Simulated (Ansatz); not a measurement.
**BF$_{2}$GeH$_{3}$: density, localisation and related maps**

Input file:

```
crystal:
  periodic: [false, false, false]
  atoms:
    - { symbol: B, position_ang: [-0.90847, 0.94807, 0.03161] }
    - { symbol: Ge, position_ang: [0.62633, -0.37057, -0.11627] }
    - { symbol: F, position_ang: [0.94283, -1.02531, 1.48495] }
    - { symbol: F, position_ang: [0.01552, -1.83141, -0.88445] }
    - { symbol: H, position_ang: [-1.69925, 1.00475, -0.81843] }
    - { symbol: H, position_ang: [-1.00885, 1.60769, 0.9828] }
    - { symbol: H, position_ang: [2.03189, -0.33322, -0.68022] }
basis:
  gaussian: { orbitals: def2-SVP }
hamiltonian:
  xc: pbe
  dispersion: d4
relax:
  f_tol: 0.02
  max_steps: 50
output:
  orbitals: {}
```

Launched as:

```sh
ansatz run input.yaml --threads 2 --pin off --max-ram 3072MiB --backend cpu --events-out ev --progress --plain --runs-dir out
```

The fields are those of the relaxed geometry.

Level of theory: RKS PBE-D4/def2-SVP (Ansatz 0.2.0).

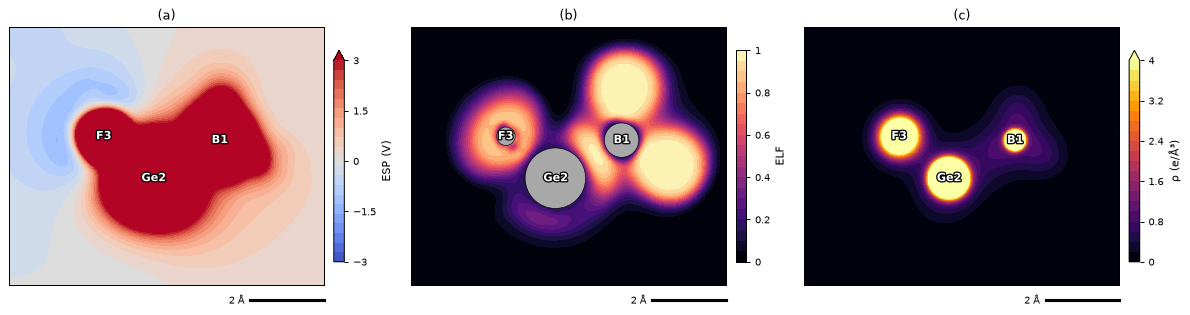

Figure 1. (a) electrostatic potential; (b) ELF; (c) electron density on the plane of atoms B1, Ge2 and F3. Grey discs cover the atomic cores in the ELF map.

**What does the map show?**

- Atoms in the plane: B, Ge and F.
- Ge–F (1.76 Å): the density is about 0.88 e/Å³ at the midpoint; the ELF peaks at about 0.80 in the valence shell of F, 0.6 Å from its nucleus, and is about 0.25 at the midpoint.
- Ge–B (2.07 Å): the density is about 0.77 e/Å³ at the midpoint; the ELF peaks at about 0.95 between the atoms; a covalent bond.
- The ELF also peaks beside F3, away from the bonds: lone-pair regions.
- Outside the dense part of the molecule the potential is most negative (−1.3 V) near F3 and F4.

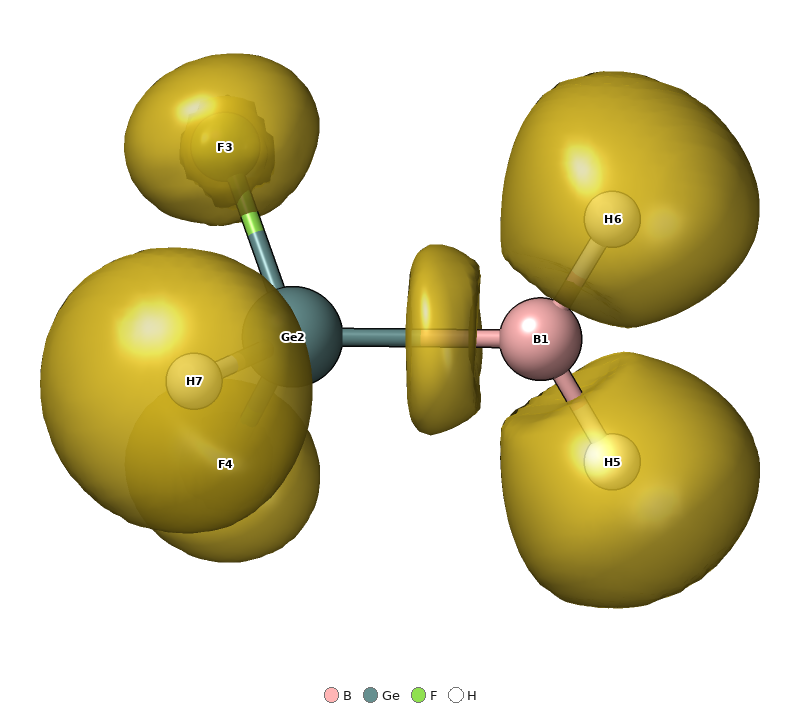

Figure 2. Isosurface of the ELF at 0.75 (yellow), seen at a tilt. Only the valence region is drawn (cores and ρ < 0.01 e/Å³ removed).

**Where are the electrons localised?**

The surface consists of one region between bonded B–Ge atoms (shared pairs), three regions around hydrogen nuclei and two regions wrapped around F (the valence shell of each).

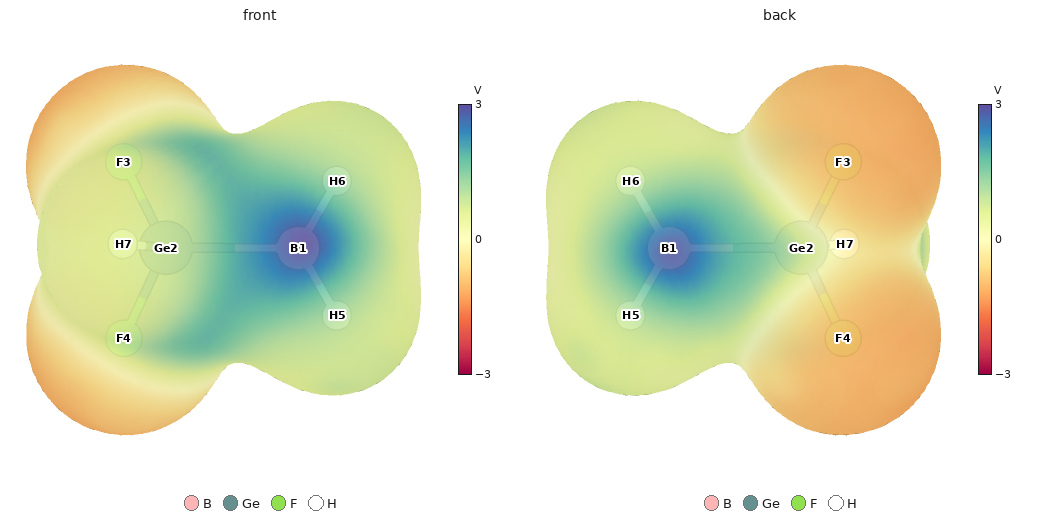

Figure 3. The molecular electrostatic potential painted on the density surface at 0.002 e/bohr³, seen from the front and from behind; red is negative and blue positive.

**Describe the electrostatic potential map.**

The most negative region (about −1.2 V, or −28 kcal/mol for a unit charge) lies over F3 and F4, the most positive (about +2.7 V, or +62 kcal/mol for a unit charge) over B1.

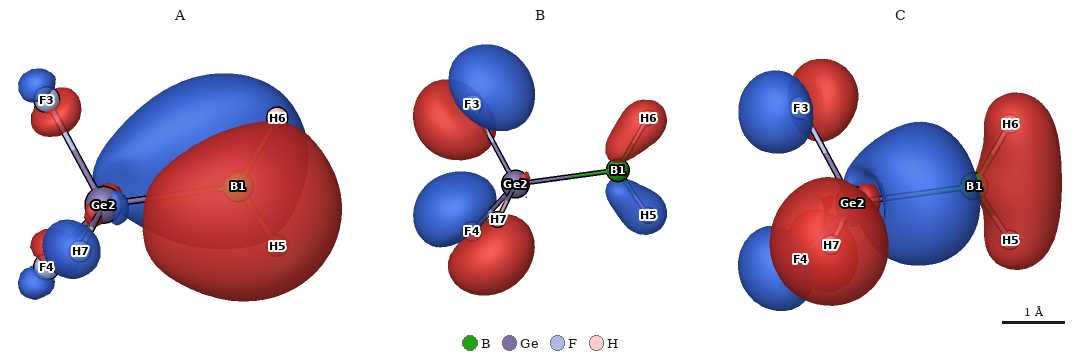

Figure 4. Three frontier orbitals at ±0.1 Å⁻³ᐟ² (blue and red are the two phases), in no order.

**Order the three orbitals by energy and name them.**

B is the HOMO−1 (−8.62 eV). By Hirshfeld shares it lies mainly on F4 (about 45 %) and F3 (about 45 %); largely a combination of lone pairs on F4 and F3. C is the HOMO (−7.44 eV). It lies mainly on B1 (about 25 %), Ge2 (about 25 %), F3 (about 15 %), F4 (about 15 %) and H7 (about 15 %). A is the LUMO (−4.29 eV). By Hirshfeld shares it lies mainly on B1 (about 65 %), Ge2 (about 15 %), H6 (about 5 %) and H5 (about 5 %).

**What is the HOMO–LUMO gap?**

3.15 eV between the orbital energies.
